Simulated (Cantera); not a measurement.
Charge: 1 mol Ta(OEt)5, a varied amount of H2O, 1.7 mol CH4, held at 1498.15 K and 0.460 bar.

Cantera equilibrium calculation (NASA polynomials, part measured and part estimated; ideal gas, pure solids and liquids). Candidate condensed phases: C, C6H6, C7H8, C8H18, H2O, Ta, TaC, Ta2O5; 113 gas species. The feed counts by its element totals alone. Mutual solubility and eutectic melting of coexisting phases are not modelled. TaC: taken at fixed stoichiometry. Condensed phases not in the tables: Ta2C. Rates play no part.

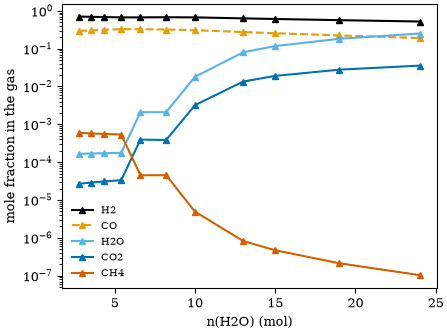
Figure. Equilibrium gas composition (values under 1e-9 drawn at 1e-9)

Problem. Read off the mole fractions at 6.6 mol H2O.

Solution. H2 about 0.67, CO about 0.33, H2O about 0.0021, CO2 about 0.00039, CH4 about 4.5e-5.
